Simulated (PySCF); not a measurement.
**C$_{6}$H$_{10}$O$_{2}$P$_{2}$: density, localisation and related maps**

```xyz
20

C     3.7129   -0.6566   -1.1427
O     2.7403    0.3506   -0.8846
C     2.7334    0.8867    0.3278
O     3.4822    0.6147    1.2268
P     1.4448    2.2158    0.3869
C     0.0833    1.1951   -0.0509
C    -0.8839    0.5559   -0.4016
P    -2.2303   -0.4147   -1.0115
C    -2.2514   -1.6780    0.3510
C    -3.5929    0.6792   -0.3814
H     3.5029   -1.5417   -0.5395
H     3.6369   -0.8895   -2.2014
H     4.7100   -0.2866   -0.8964
H     1.2797    2.1098    1.7736
H    -2.2460   -1.2049    1.3317
H    -3.1441   -2.2934    0.2480
H    -1.3773   -2.3193    0.2562
H    -3.4481    0.9242    0.6700
H    -3.6122    1.5973   -0.9656
H    -4.5452    0.1661   -0.5091
```

Geometry: GFN2-xTB.

Computed with PySCF 2.14.0, PBE0/pcSseg-1, SCF density, gas phase, non-relativistic.

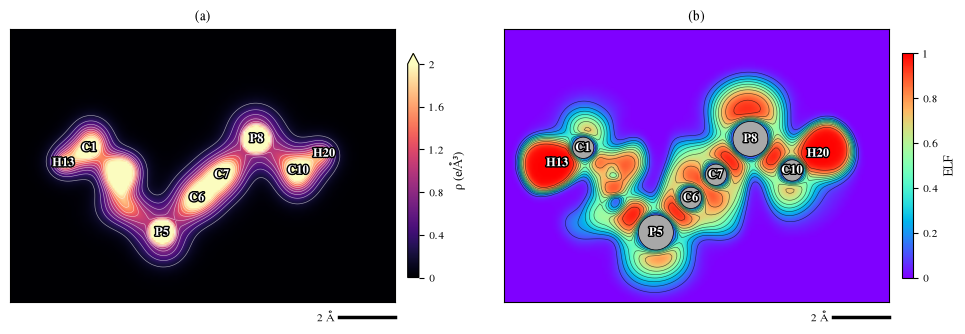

Figure 1. (a) total electron density; (b) ELF on the plane of atoms C7, P8 and C10. Grey discs cover the atomic cores in the ELF map.

### What do the fields say about this system?

The plane passes through C, P and H nuclei.
C–C (1.21 Å): ρ is about 2.7 e/Å³ halfway; the ELF peaks at about 0.85 between the atoms: a short, multiple covalent bond.
C–P (1.76 Å): the density is about 1.2 e/Å³ at the midpoint; the ELF peaks at about 0.95 between the atoms (a shared electron pair).
C–H (1.09 Å): ρ is about 2.1 e/Å³ halfway; the ELF climbs to about 1 towards the hydrogen, as it does in any bond to H: a covalent bond by its length.
C–P (1.86 Å): ρ is about 1.1 e/Å³ halfway; the ELF peaks at about 0.95 between the atoms, as expected for localised, covalent bonding.
The ELF also peaks beside P8, away from the bonds: lone-pair regions.

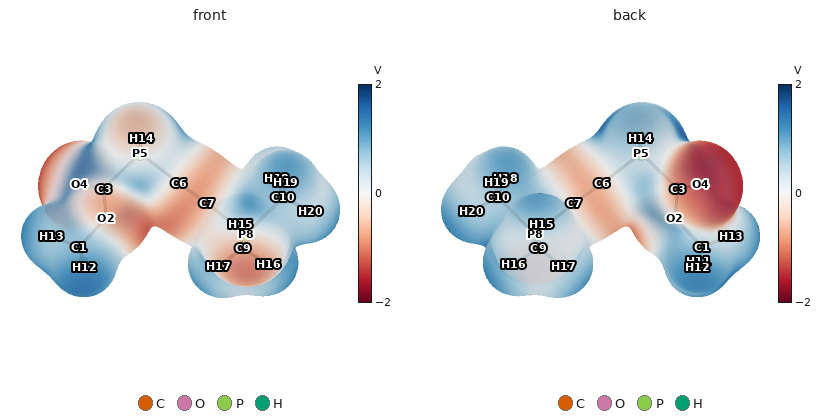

Figure 2. The electrostatic potential painted on the density surface at 0.004 e/bohr³, seen from the front and from behind; the colour scale runs from red (negative) to blue (positive).

### Where is the surface potential most negative and most positive?

The most negative region (about −1.7 V) lies over O4, the most positive (about +1.6 V) over P5 and P8. O4 is the likeliest acceptor of a hydrogen bond.

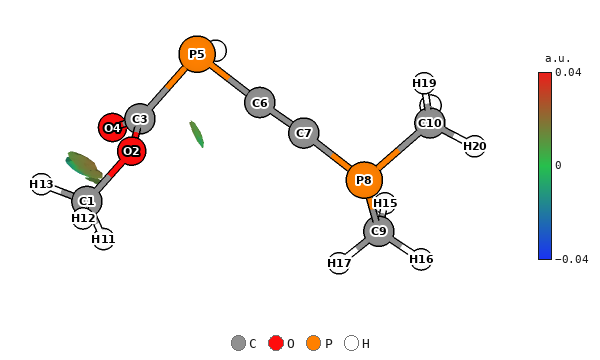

Figure 3. Non-covalent interaction (NCI) plot: the surface where the reduced density gradient is 0.5, for densities under 0.05 a.u., coloured by sign(λ₂)ρ; seen across its widest extent.

### Identify the weak interactions.

Between C6 and P5 on one side and O2 and C3 on the other: a weak contact (green); between C1 and H13 on one side and O4 and C3 on the other: a weak contact (green).
